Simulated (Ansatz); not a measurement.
## WH3Cl3O2F2: geometry relaxation (part 1 of 2)

- system: WH3Cl3O2F2
- method: RKS PBE/def2-SVP (Ansatz 0.2.0)

The input holds or restrains some coordinates. It belongs to a series of runs on one base structure; here: pulled along the bonds that form and break, towards end A.

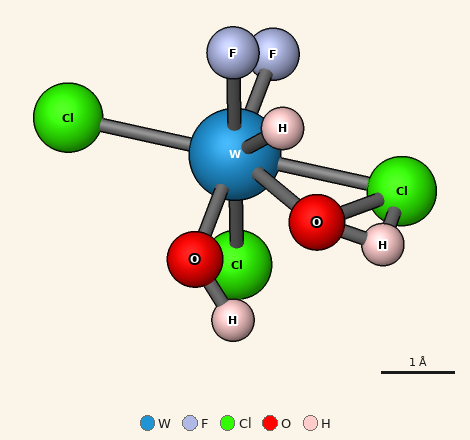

Fig. 1: The structure as given in the input (ball-and-stick view, seen at a tilt). Sticks mark near contacts. Bond lengths as drawn: Cl–H 1.21 Å, Cl–O 1.76 Å, Cl–W 2.39 Å, F–W 1.85 to 2.20 Å, H–O 1.01 Å, H–W 2.25 Å and O–W 1.94 to 2.24 Å.

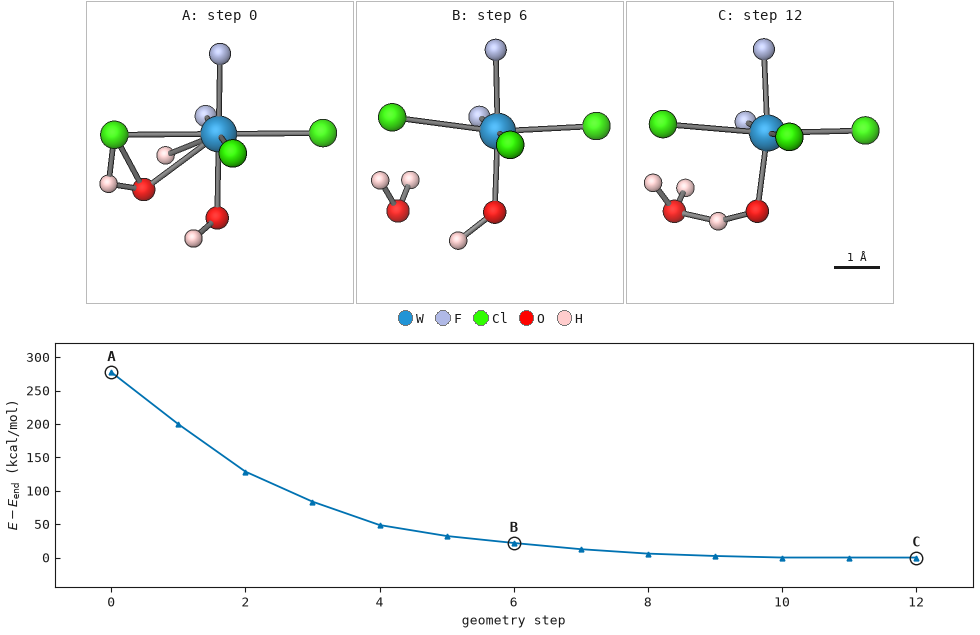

Fig. 2: Frames of the restrained relaxation (ball-and-stick view, seen at an oblique angle) above the curves, on which the letters mark them (the first geometry is step 0 here and step 1 in the log).

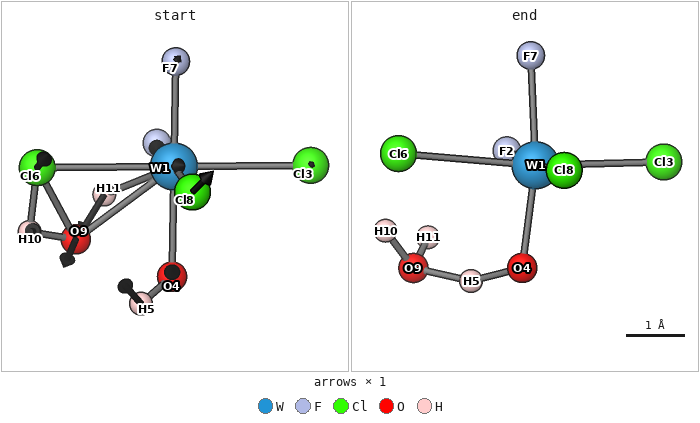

Fig. 3: Before (left) and after (right) the restrained relaxation, at one scale (ball-and-stick view, seen at an oblique angle). The black arrows give the displacements, at true length. H5 moves most after the best rigid fit: 1.10 Å. Largest moves by element: H 1.10 Å, O 0.77 Å, F 0.68 Å, Cl 0.63 Å, W 0.38 Å. Among the contacts that change: Cl6–O9 1.760 → 2.929 Å, W1–H11 2.250 → 3.279 Å, W1–O9 2.240 → 3.189 Å, Cl6–H10 1.207 → 2.056 Å. New bonds form: O9–H11 (1.44 → 0.99 Å). Bonds break: Cl6–H10 (1.21 → 2.06 Å), Cl6–O9 (1.76 → 2.93 Å), W1–H11 (2.25 → 3.28 Å), W1–O9 (2.24 → 3.19 Å). Among the angles that change: O4–W1–F7 180.0° → 169.0°, Cl6–W1–F7 90.0° → 82.5°, F2–W1–F7 90.0° → 83.1°. After 12 geometry steps the energy has fallen by 277.6 kcal/mol. Largest force component: 19 eV/Å at the start, 1.7 eV/Å at the end. (Atoms are counted from 1 in the order of the input.)

These pictures come from the run below.

### Input
```yaml
crystal:
  periodic: [false, false, false]
  atoms:
    - { symbol: W, position_ang: [0.0, 0.0, 0.0] }
    - { symbol: F, position_ang: [0.0, 0.0, 2.2] }
    - { symbol: Cl, position_ang: [2.39, 0.0, 0.0] }
    - { symbol: O, position_ang: [0.0, 1.94, 0.0] }
    - { symbol: H, position_ang: [-0.6343, 2.2771, -0.71] }
    - { symbol: Cl, position_ang: [-2.39, 0.0, 0.0] }
    - { symbol: F, position_ang: [0.0, -1.85, 0.0] }
    - { symbol: Cl, position_ang: [0.0, 0.0, -2.39] }
    - { symbol: O, position_ang: [-1.5969, 1.4031, 0.7063] }
    - { symbol: H, position_ang: [-2.4693, 1.1782, 0.2499] }
    - { symbol: H, position_ang: [-0.9515, 0.836, 1.8599] }
basis:
  gaussian: { orbitals: def2-SVP }
hamiltonian:
  xc: pbe
relax:
  f_tol: 0.15
  max_steps: 25
  restrain:
    - { distance: [0, 8], at: 3.14, k: 30.0 }
    - { distance: [10, 1], at: 2.12, k: 30.0 }
    - { distance: [0, 1], at: 1.85, k: 30.0 }
    - { distance: [10, 8], at: 1.01, k: 30.0 }
```

Launch command:
```bash
ansatz run input.yaml --threads 4 --pin off --max-ram 5120MiB --backend cpu --events-out ev --progress --plain --runs-dir out
```

### The program's output
```
The last accepted step is kept in [file] (removed where the run ends without a failure and the disk answers)
Engine: ansatz 0.2.0, aarch64-unknown-linux-gnu
Functional definition: PBE
  parameter kappa = 0.804
  parameter beta = 0.06672455060314922
  exchange = pbe_x(kappa = kappa, mu = beta*pi^2/3)
  correlation = pbe_c(beta = beta)
1648 factors; their error is unknown
mean field evaluation 1: about -48899.3526 eV, gradient 1.1e2 eV
mean field evaluation 2: about -48365.9747 eV, gradient 3.9e2 eV
mean field evaluation 4: about -48901.1706 eV, gradient 1.0e2 eV
mean field evaluation 8: about -48923.1655 eV, gradient 9.0e0 eV
mean field evaluation 16: about -48923.2787 eV, gradient 2.0e-1 eV
mean field evaluation 32: about -48916.8384 eV, gradient 1.4e1 eV
mean field -48923.27877795 eV, -1797.8973337001 hartree, gradient 1.6e-5 eV, S^2 0.000000; 5 other end points of the search recorded, 0 dependent functions left out
the calculation of the forces begins
reference -48923.27885051 eV, -1797.8973363669 hartree; 51, 51 occupied and 106, 106 virtual orbitals, 1648 factors
relax step   1: F+E_penalty+E_count = -48923.27877795 eV  Δ(F+E_penalty+E_count) = +0.000e0 eV  max|allowed force component| = 1.850e1 eV/Å  E_restraint = 26.54606102 eV  max|allowed force component, restraints' pulls added| = 2.939e1 eV/Å  Δτ_max = 0.0000 Å  (190 SCF iters, accepted)
  distance W 0 - O 8 = 2.2400 Å
  distance H 10 - F 1 = 1.3115 Å
  distance W 0 - F 1 = 2.2000 Å
  distance H 10 - O 8 = 1.4384 Å
these checks for a lower state are left out or cut short: starts, cluster_reference, orbital_swaps, neighbouring_geometries, increment
1648 factors; their error is unknown
mean field evaluation 64: about -48926.6555 eV, gradient 1.9e-4 eV
mean field -48926.65546010 eV, -1798.0214244805 hartree, gradient 5.9e-6 eV, S^2 0.000000; 0 other end points of the search recorded, 0 dependent functions left out
[... from here on the field's lines of each further geometry are left out, up to the last ...]
relax step   2: F+E_penalty+E_count = -48926.65546010 eV  Δ(F+E_penalty+E_count) = -3.377e0 eV  max|allowed force component| = 1.230e1 eV/Å  E_restraint = 11.92239351 eV  max|allowed force component, restraints' pulls added| = 2.024e1 eV/Å  Δτ_max = 0.1949 Å  (81 SCF iters, accepted)
relax step   3: F+E_penalty+E_count = -48929.73475554 eV  Δ(F+E_penalty+E_count) = -3.079e0 eV  max|allowed force component| = 6.795e0 eV/Å  E_restraint = 3.65255199 eV  max|allowed force component, restraints' pulls added| = 9.627e0 eV/Å  Δτ_max = 0.1949 Å  (65 SCF iters, accepted)
relax step   4: F+E_penalty+E_count = -48931.68466598 eV  Δ(F+E_penalty+E_count) = -1.950e0 eV  max|allowed force component| = 3.504e0 eV/Å  E_restraint = 0.54399099 eV  max|allowed force component, restraints' pulls added| = 5.919e0 eV/Å  Δτ_max = 0.1949 Å  (60 SCF iters, accepted)
relax step   5: F+E_penalty+E_count = -48933.20354657 eV  Δ(F+E_penalty+E_count) = -1.519e0 eV  max|allowed force component| = 2.890e0 eV/Å  E_restraint = 0.02361019 eV  max|allowed force component, restraints' pulls added| = 2.890e0 eV/Å  Δτ_max = 0.1962 Å  (54 SCF iters, accepted)
relax step   6: F+E_penalty+E_count = -48933.91627859 eV  Δ(F+E_penalty+E_count) = -7.127e-1 eV  max|allowed force component| = 2.780e0 eV/Å  E_restraint = 0.07812615 eV  max|allowed force component, restraints' pulls added| = 3.674e0 eV/Å  Δτ_max = 0.1971 Å  (49 SCF iters, accepted)
relax step   7: F+E_penalty+E_count = -48934.36856781 eV  Δ(F+E_penalty+E_count) = -4.523e-1 eV  max|allowed force component| = 2.303e0 eV/Å  E_restraint = 0.07346026 eV  max|allowed force component, restraints' pulls added| = 3.176e0 eV/Å  Δτ_max = 0.1980 Å  (46 SCF iters, accepted)
relax step   8: F+E_penalty+E_count = -48934.77136165 eV  Δ(F+E_penalty+E_count) = -4.028e-1 eV  max|allowed force component| = 1.805e0 eV/Å  E_restraint = 0.05480362 eV  max|allowed force component, restraints' pulls added| = 1.456e0 eV/Å  Δτ_max = 0.1941 Å  (41 SCF iters, accepted)
relax step   9: F+E_penalty+E_count = -48935.05933743 eV  Δ(F+E_penalty+E_count) = -2.880e-1 eV  max|allowed force component| = 1.765e0 eV/Å  E_restraint = 0.05112220 eV  max|allowed force component, restraints' pulls added| = 7.165e-1 eV/Å  Δτ_max = 0.1947 Å  (40 SCF iters, accepted)
relax step  10: F+E_penalty+E_count = -48935.21217804 eV  Δ(F+E_penalty+E_count) = -1.528e-1 eV  max|allowed force component| = 1.727e0 eV/Å  E_restraint = 0.04530456 eV  max|allowed force component, restraints' pulls added| = 4.300e-1 eV/Å  Δτ_max = 0.2000 Å  (40 SCF iters, accepted)
relax step  11: F+E_penalty+E_count = -48935.31329934 eV  Δ(F+E_penalty+E_count) = -1.011e-1 eV  max|allowed force component| = 1.703e0 eV/Å  E_restraint = 0.06928229 eV  max|allowed force component, restraints' pulls added| = 1.879e-1 eV/Å  Δτ_max = 0.1265 Å  (41 SCF iters, accepted)
relax step  12: F+E_penalty+E_count = -48935.31281947 eV  Δ(F+E_penalty+E_count) = +4.799e-4 eV  max|allowed force component| = 1.591e0 eV/Å  E_restraint = 0.06330533 eV  max|allowed force component, restraints' pulls added| = 1.688e-1 eV/Å  Δτ_max = 0.0758 Å  (34 SCF iters, accepted)
the calculation of the forces begins
reference -48935.31537574 eV, -1798.3396705102 hartree; 51, 51 occupied and 106, 106 virtual orbitals, 1648 factors
relax step  13: F+E_penalty+E_count = -48935.31530562 eV  Δ(F+E_penalty+E_count) = -2.486e-3 eV  max|allowed force component| = 1.679e0 eV/Å  E_restraint = 0.05682013 eV  max|allowed force component, restraints' pulls added| = 1.155e-1 eV/Å  Δτ_max = 0.0347 Å  (35 SCF iters, accepted)
  distance W 0 - O 8 = 3.1894 Å
  distance H 10 - F 1 = 2.1162 Å
  distance W 0 - F 1 = 1.8817 Å
  distance H 10 - O 8 = 0.9917 Å
1648 factors; their error is unknown
mean field -48935.31530562 eV, -1798.3396679336 hartree, gradient 1.7e-5 eV, S^2 0.000000; 1 other end points of the search recorded, 0 dependent functions left out
the calculation of the forces begins
reference -48935.31537574 eV, -1798.3396705102 hartree; 51, 51 occupied and 106, 106 virtual orbitals, 1648 factors
Total energy: -48935.31537574 eV, -1798.3396705102 hartree
Atom 0 at     0.166690    -0.085903    -0.314864 Å, force     1.029337    -0.916910    -1.678688 eV/Å
Atom 1 at    -0.097832     0.040346     1.543851 Å, force    -0.190888     0.157484     0.996731 eV/Å
Atom 2 at     2.447395    -0.035924     0.006035 Å, force     0.005876     0.005338     0.005415 eV/Å
Atom 3 at    -0.067927     1.697123    -0.451252 Å, force    -0.038637    -0.066651     0.083884 eV/Å
Atom 4 at    -0.862138     2.076977     0.320153 Å, force     0.049219     0.005366    -0.039447 eV/Å
Atom 5 at    -2.251642    -0.377871    -0.509215 Å, force    -0.003919     0.011333     0.025474 eV/Å
Atom 6 at     0.112853    -1.956380     0.035102 Å, force    -0.026032    -0.044048     0.000226 eV/Å
Atom 7 at     0.380313    -0.466815    -2.573156 Å, force     0.004140    -0.011170     0.002396 eV/Å
Atom 8 at    -1.764951     2.000505     1.130011 Å, force    -0.767384     0.747662     1.175578 eV/Å
Atom 9 at    -2.307242     1.248958     0.746045 Å, force     0.022862    -0.013208    -0.055072 eV/Å
Atom 10 at    -1.407518     1.643383     1.983392 Å, force    -0.084574     0.124803    -0.516497 eV/Å
Dipole moment:    -0.256672     0.556877     0.444691 e Å
```

### Trajectory as extended XYZ (Å, eV, eV/Å), 13 frames, from step=1 to step=13
```
11
Properties=species:S:1:pos:R:3:forces:R:3 step=1 energy=-48923.27878
W     0.0000    0.0000    0.0000    2.0585   1.5295  -1.3650
F     0.0000    0.0000    2.2000   -2.0553   1.8351  -1.5988
Cl    2.3900    0.0000    0.0000   -1.0629  -0.1935   0.5882
O     0.0000    1.9400    0.0000    4.2345   2.7793  -3.6285
H    -0.6343    2.2771   -0.7100    1.3027   0.0988   1.0235
Cl   -2.3900    0.0000    0.0000   -6.8206 -18.5040  -6.2465
F     0.0000   -1.8500    0.0000   -0.1018  -1.0908  -0.0198
Cl    0.0000    0.0000   -2.3900   -0.1622   0.0271   0.9037
O    -1.5969    1.4031    0.7063    6.8104   6.8996  10.5726
H    -2.4693    1.1782    0.2499   -4.7032   6.9718  -0.3197
H    -0.9515    0.8360    1.8599    0.4999  -0.3529   0.0904
```
